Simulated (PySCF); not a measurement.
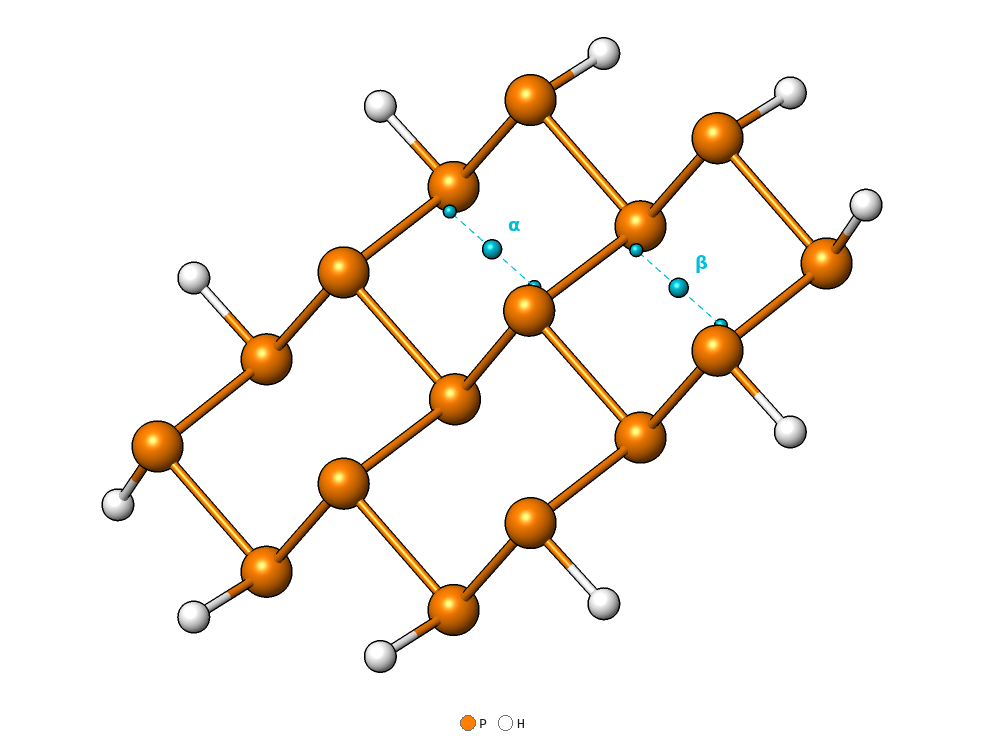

The small points mark where nucleus-independent chemical shifts (NICS) were computed: at the centre of each lettered ring and 1 Å above and below it. Computed geometry: GFN2-xTB optimisation. No frequency run is at hand to confirm it as a minimum. Properties computed with GIAO KT3/pcSseg-1 NMR shielding, non-relativistic, gas phase (PySCF 2.14.0).

Give NICS(0), NICS(1) and the out-of-plane component NICS(1)zz for each ring (means of the two sides).

| ring | members | NICS(0) | NICS(1) | NICS(1)zz |
| --- | --- | --- | --- | --- |
| α | P6 | −5.8 | −4.5 | 5.7 |
| β | P6 | −5.7 | −4.5 | 5.1 |

Values in ppm.

Question. What do the values say about the ring currents?

Answer. Ring α: weak, as in a non-aromatic ring. Ring β: weak, as in a non-aromatic ring. NICS is one index among several.

The geometry is semi-empirical. Around P such bond lengths and angles can be off by a tenth of an ångström or more and by several degrees, and values that hang on the shape move with them.
